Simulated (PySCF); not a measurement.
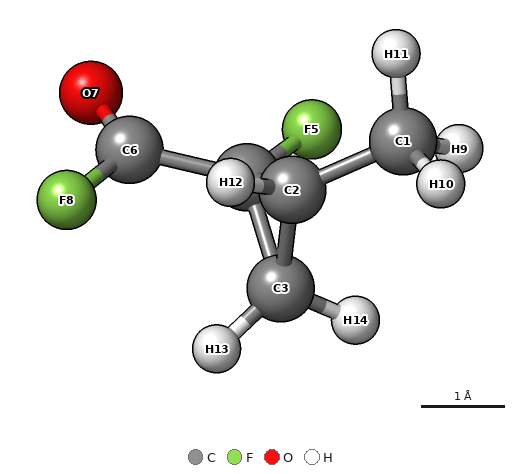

Figure 1. The structure as given in the input (ball-and-stick view, seen at a tilt; atoms are numbered from 1 in the order of the input). Bond lengths as drawn: C–C 1.48 to 1.51 Å, C–F 1.35 Å, C–H 1.09 to 1.10 Å and C–O 1.18 Å.

# C5H6F2O: a changed input and its effect

System: C5H6F2O.
Method of run 1: GIAO PBE0/pcSseg-1 NMR shielding, non-relativistic, IEF-PCM tetrahydrofuran (PySCF 2.14.0).

The geometry comes from this level: PBE0-D3(BJ)/def2-SVP. Text and figures count atoms from 1; the logs count them from 0 in places.

### Input file, run 1
```
{"job": {"kind": "nmr", "xc": "PBE0", "basis": "pcSseg-1", "solvent": "tetrahydrofuran", "pop": false}, "charge": 0, "multiplicity": 1}
C     -1.694035     0.335294     0.687066
C     -0.331536     0.570749     0.097421
C      0.026280     0.061116    -1.263732
C      0.604988    -0.605857    -0.049017
F      0.129172    -1.825381     0.276780
C      2.039956    -0.467278     0.285982
O      2.747675    -1.265443     0.791286
F      2.488831     0.751416    -0.066477
H     -2.098308    -0.638660     0.379104
H     -2.393548     1.118614     0.358431
H     -1.656055     0.351967     1.786460
H      0.162146     1.501012     0.395498
H      0.691868     0.646111    -1.901532
H     -0.720808    -0.545184    -1.783371
```

The first line tells a small driver script what to run in PySCF; the rest is the geometry in Å.

Launched with:
```bash
OMP_NUM_THREADS=1 python <driver script> task.json out
```

Hardware: 1 CPU thread, shared host.

### Output (run 1)
```
coarse grid: 12408 points
cycle   1  E = -468.2547591091  dE =  1.384e+00  |g| = 9.764e-01  |ddm| = 3.309e+00
cycle   2  E = -467.8447312913  dE =  4.100e-01  |g| = 1.808e+00  |ddm| = 1.686e+00
cycle   3  E = -468.4194204510  dE = -5.747e-01  |g| = 2.110e-01  |ddm| = 1.207e+00
cycle   4  E = -468.4263730606  dE = -6.953e-03  |g| = 8.358e-02  |ddm| = 1.830e-01
cycle   5  E = -468.4274157613  dE = -1.043e-03  |g| = 1.679e-02  |ddm| = 5.207e-02
cycle   6  E = -468.4274713789  dE = -5.562e-05  |g| = 4.695e-03  |ddm| = 1.465e-02
cycle   7  E = -468.4274754798  dE = -4.101e-06  |g| = 1.199e-03  |ddm| = 4.244e-03
final grid: 122688 points
cycle   8  E = -468.4985393842  dE = -3.499e-05  |g| = 1.237e-02  |ddm| = 3.259e-02
cycle   9  E = -468.4984828568  dE =  5.653e-05  |g| = 2.155e-02  |ddm| = 2.350e-02
cycle  10  E = -468.4985694611  dE = -8.660e-05  |g| = 2.239e-03  |ddm| = 1.460e-02
cycle  11  E = -468.4985704613  dE = -1.000e-06  |g| = 2.636e-04  |ddm| = 1.568e-03
cycle  12  E = -468.4985704684  dE = -7.086e-09  |g| = 1.583e-04  |ddm| = 2.963e-04
cycle  13  E = -468.4985704723  dE = -3.852e-09  |g| = 2.597e-05  |ddm| = 1.009e-04
cycle  14  E = -468.4985704724  dE = -1.206e-10  |g| = 8.012e-06  |ddm| = 2.717e-05
converged SCF energy = -468.4985704724

GIAO shielding tensors (ppm)
atom      isotropic    diamagn.    paramagn.     s11        s22        s33       span
  0 C      171.397     244.125     -72.728    158.131    168.008    188.052     29.921
  1 C      158.803     252.828     -94.025    126.095    160.366    189.949     63.854
  2 C      160.160     253.506     -93.345    136.686    156.047    187.748     51.062
  3 C      108.343     247.740    -139.397     55.341     84.315    185.373    130.032
  4 F      416.822     473.832     -57.009    361.456    415.263    473.748    112.292
  5 C       13.215     250.681    -237.467   -117.635     50.029    107.251    224.886
  6 O      -84.657     398.374    -483.031   -385.379   -161.263    292.670    678.049
  7 F      168.186     478.422    -310.237    -43.525    251.587    296.496    340.021
  8 H       30.362      29.078       1.284     25.444     29.378     36.264     10.820
  9 H       29.475      27.502       1.972     24.659     26.798     36.967     12.307
 10 H       29.698      28.272       1.426     24.703     27.105     37.287     12.584
 11 H       29.521      31.548      -2.027     22.817     28.314     37.433     14.616
 12 H       29.532      30.392      -0.860     24.150     26.670     37.776     13.626
 13 H       29.941      30.323      -0.382     25.044     27.447     37.332     12.288
```

For run 2 the input was changed thus:
```diff
-"solvent": "tetrahydrofuran"
-"pop": false
+"solvent": "cyclohexane"
+"pop": true
```

What does this change do to the results?

The total energy of run 2 is 2.2 kcal/mol higher: the change of the electrostatic solvation energy at this fixed geometry, without cavity or dispersion terms. The HOMO goes from −8.46 to −8.55 eV. The dipole moment goes from 4.53 to 4.14 D. Of all shieldings, the largest change is that of O7, by −13.5 ppm. The number of SCF iterations is the same.

### Output (run 2)
```
coarse grid: 12408 points
cycle   1  E = -468.2462297683  dE =  1.393e+00  |g| = 9.869e-01  |ddm| = 3.310e+00
cycle   2  E = -467.7837350275  dE =  4.625e-01  |g| = 1.890e+00  |ddm| = 1.781e+00
cycle   3  E = -468.4139542345  dE = -6.302e-01  |g| = 2.346e-01  |ddm| = 1.298e+00
cycle   4  E = -468.4226338686  dE = -8.680e-03  |g| = 8.981e-02  |ddm| = 2.037e-01
cycle   5  E = -468.4238383455  dE = -1.204e-03  |g| = 1.847e-02  |ddm| = 5.712e-02
cycle   6  E = -468.4239069533  dE = -6.861e-05  |g| = 5.146e-03  |ddm| = 1.659e-02
cycle   7  E = -468.4239118134  dE = -4.860e-06  |g| = 1.372e-03  |ddm| = 4.753e-03
final grid: 122688 points
cycle   8  E = -468.4949829179  dE = -3.336e-05  |g| = 1.278e-02  |ddm| = 3.263e-02
cycle   9  E = -468.4949163054  dE =  6.661e-05  |g| = 2.294e-02  |ddm| = 2.486e-02
cycle  10  E = -468.4950147703  dE = -9.846e-05  |g| = 2.462e-03  |ddm| = 1.578e-02
cycle  11  E = -468.4950159765  dE = -1.206e-06  |g| = 2.757e-04  |ddm| = 1.746e-03
cycle  12  E = -468.4950159841  dE = -7.628e-09  |g| = 1.641e-04  |ddm| = 3.170e-04
cycle  13  E = -468.4950159883  dE = -4.191e-09  |g| = 2.779e-05  |ddm| = 1.073e-04
cycle  14  E = -468.4950159885  dE = -1.373e-10  |g| = 9.101e-06  |ddm| = 3.053e-05
converged SCF energy = -468.4950159885

GIAO shielding tensors (ppm)
atom      isotropic    diamagn.    paramagn.     s11        s22        s33       span
  0 C      171.173     243.994     -72.821    157.951    167.832    187.735     29.785
  1 C      159.748     252.931     -93.183    127.727    160.152    191.365     63.638
  2 C      160.752     253.505     -92.753    137.684    155.692    188.879     51.195
  3 C      109.299     247.353    -138.054     56.574     84.876    186.447    129.873
  4 F      414.728     473.488     -58.760    358.574    413.894    471.716    113.142
  5 C       15.121     250.610    -235.490   -116.334     49.838    111.857    228.192
  6 O      -98.200     397.820    -496.020   -406.153   -179.321    290.874    697.026
  7 F      168.612     478.509    -309.897    -43.667    252.109    297.394    341.061
  8 H       30.367      29.061       1.307     25.453     29.381     36.268     10.815
  9 H       29.550      27.571       1.979     24.750     26.898     37.001     12.252
 10 H       29.719      28.279       1.440     24.729     27.121     37.308     12.578
 11 H       29.678      31.677      -1.999     22.948     28.487     37.598     14.650
 12 H       29.668      30.506      -0.837     24.265     26.848     37.892     13.626
 13 H       30.111      30.476      -0.366     25.192     27.668     37.473     12.280
```

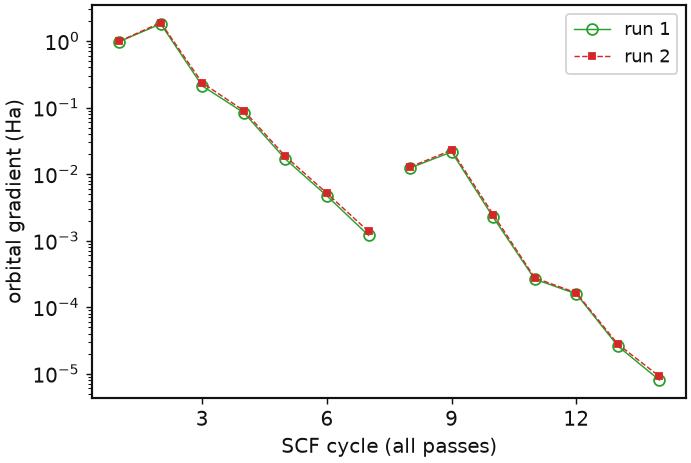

Figure 2. Convergence of the two runs: orbital gradient against the SCF cycle. A break in a curve parts two SCF passes (coarse and final grid). Run 1 takes 14 cycles in all, and run 2 takes 14.

### The two runs side by side

| quantity | run 1 | run 2 |
| --- | --- | --- |
| outcome | converged | converged |
| total energy (hartree) | −468.498570 | −468.495016 |
| HOMO (eV) | −8.46 | −8.55 |
| LUMO (eV) | −0.62 | −0.61 |
| dipole moment (D) | 4.53 | 4.14 |
| shielding of C2 (ppm) | 158.8 | 159.7 |
| shielding of C3 (ppm) | 160.2 | 160.8 |
| shielding of C4 (ppm) | 108.3 | 109.3 |
| shielding of F5 (ppm) | 416.8 | 414.7 |
| shielding of C6 (ppm) | 13.2 | 15.1 |
| shielding of O7 (ppm) | −84.7 | −98.2 |
| shielding of F8 (ppm) | 168.2 | 168.6 |
| SCF iterations | 14 | 14 |
| basis functions | 166 | 166 |
| wall time (shared host) | 19 s | 20 s |
